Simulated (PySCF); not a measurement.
**C5H6F2OSi (SMILES O=C1C=C(C(F)F)C[SiH2]1): density, localisation and related maps**

| atom | x (Å) | y (Å) | z (Å) |
| --- | --- | --- | --- |
| O | 2.8878 | 0.8131 | -0.9217 |
| C | 1.8454 | 0.3442 | -0.5249 |
| C | 0.5562 | 1.0583 | -0.5473 |
| C | -0.4976 | 0.3875 | -0.0781 |
| C | -1.8870 | 0.9614 | -0.0258 |
| F | -1.9312 | 2.2546 | -0.4162 |
| F | -2.3722 | 0.9295 | 1.2443 |
| C | -0.3372 | -1.0096 | 0.4346 |
| Si | 1.5261 | -1.3989 | 0.2430 |
| H | 0.5031 | 2.0677 | -0.9252 |
| H | -2.5962 | 0.3966 | -0.6570 |
| H | -0.9857 | -1.6809 | -0.1314 |
| H | -0.6912 | -1.0542 | 1.4660 |
| H | 1.7751 | -2.4801 | -0.7060 |
| H | 2.2002 | -1.5811 | 1.5239 |

Geometry: GFN2-xTB.

Method: CAM-B3LYP/def2-SVPD, SCF density, gas phase in PySCF 2.14.0.

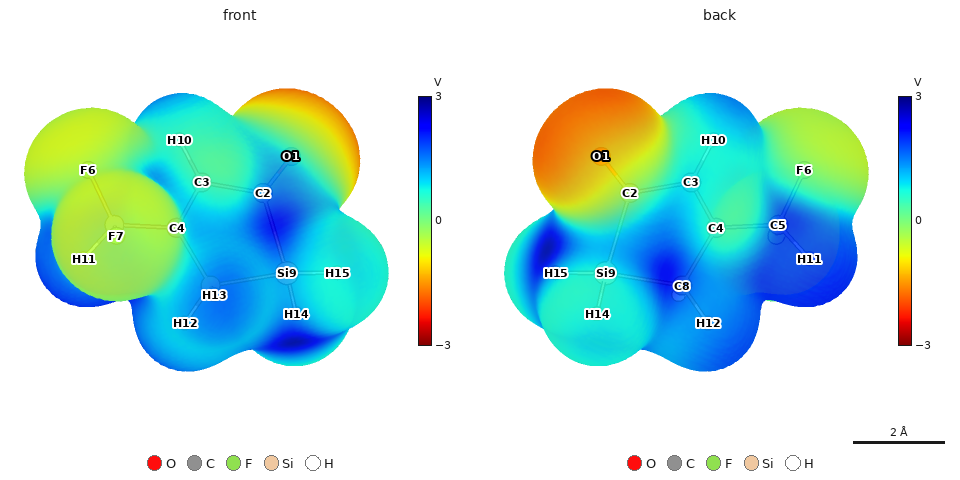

Figure 1. The molecular electrostatic potential painted on the density surface at 0.004 e/bohr³, seen from the front and from behind; red is negative and blue positive.

Which sites attract a positive test charge, and which a negative one?

A positive charge is drawn to the negative regions and a negative charge to the positive ones. The most negative region (about −1.8 V) lies over O1, the most positive (about +2.6 V) over Si9. O1 is the likeliest acceptor of a hydrogen bond.

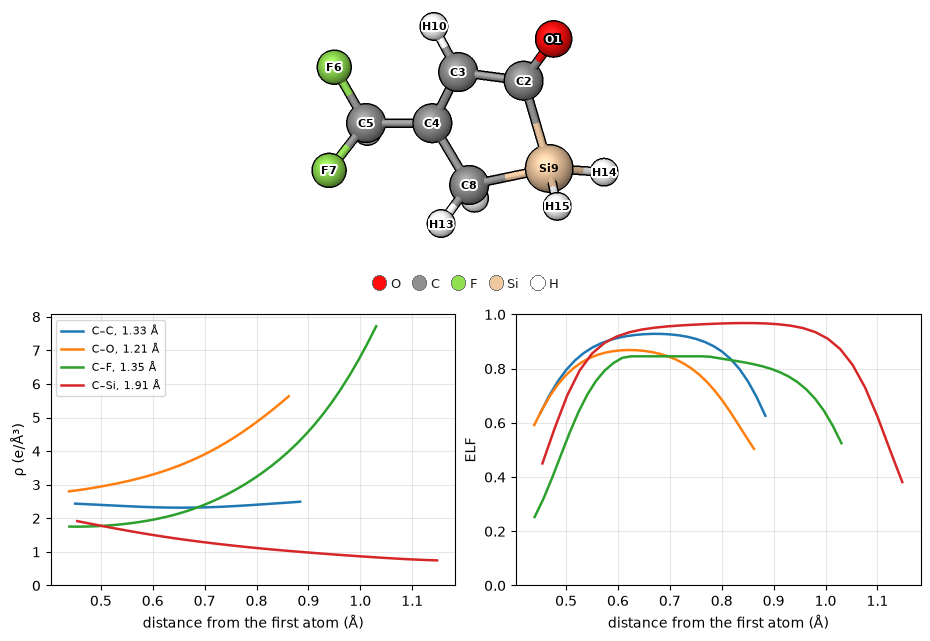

Figure 2. Total electron density and ELF along straight lines between neighbouring atoms. The curves leave out the atomic cores. The structure is drawn too.

What can be read from the curves?

C–C (1.33 Å): the density is about 2.3 e/Å³ at the midpoint; the ELF peaks at about 0.95 between the atoms: a short, multiple covalent bond.
C–O (1.21 Å): the density is about 3.3 e/Å³ at the midpoint; the ELF peaks at about 0.85 between the atoms: a multiple bond.
C–F (1.35 Å): ρ at the midpoint is about 2.3 e/Å³, with its minimum of 1.8 e/Å³ about 0.5 Å from C; the ELF peaks at about 0.85 between the atoms: a polar covalent bond.
C–Si (1.91 Å): ρ at the midpoint is about 0.92 e/Å³; the ELF peaks at about 0.95 between the atoms, as expected for a shared electron pair.
